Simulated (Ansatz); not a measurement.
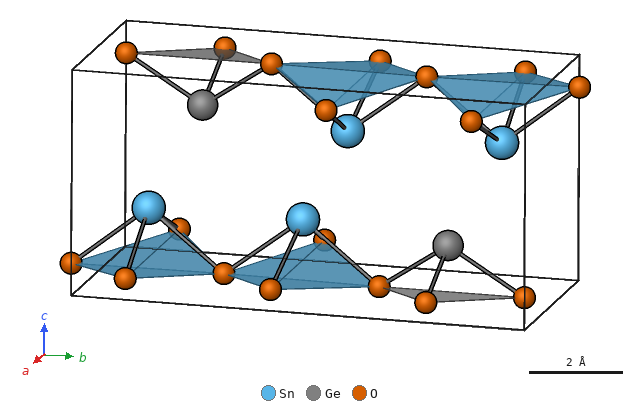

Polyhedral drawing of the structure, looking slightly off an axis. The wireframe shows the conventional unit cell. A few atoms beyond the faces are included.

Sn2GeO3, space group P2_1/m (No. 11), a = 4.248 Å, b = 10.252 Å, c = 5.063 Å, α = 90.00°, β = 90.93°, γ = 90.00°. Origin of the cell: a structure type filled with these elements by a generator (whether the compound takes this form wasn't checked). Earlier steps of the study, as a rule a relaxation of our own, may have changed the cell and positions, so they can lie some per cent off the listed ones. A calculation with Ansatz used it as input.

This one geometry was computed with Ansatz (DFT, plane waves, PAW) at three levels of theory: r2SCAN, PBE and LDA.

Which level gives the highest pressure at this volume, and what does that say about its equilibrium volume?

Highest: PBE (0.0 GPa), which points to the largest equilibrium volume. Lowest, with the smallest volume: LDA (-6.3 GPa). Levels within 0.5 GPa of each other can't be told apart.

How does the band gap change with the level of theory?

LDA: a gap of 0.89 eV, indirect; PBE: a gap of 0.91 eV, indirect; r2SCAN: a gap of 1.17 eV, indirect.

Collect the results in a table.

| level | cutoff (eV) | k-mesh of the run's cell | gap (eV) | pressure (GPa) |
| --- | --- | --- | --- | --- |
| r2SCAN | 500 | 6×4×6 | 1.17 | -3.9 |
| PBE | 420 | 6×4×6 | 0.91 | 0.0 |
| LDA | 420 | 6×4×6 | 0.89 | -6.3 |

Gaps are taken on the k-mesh or band path of each run.
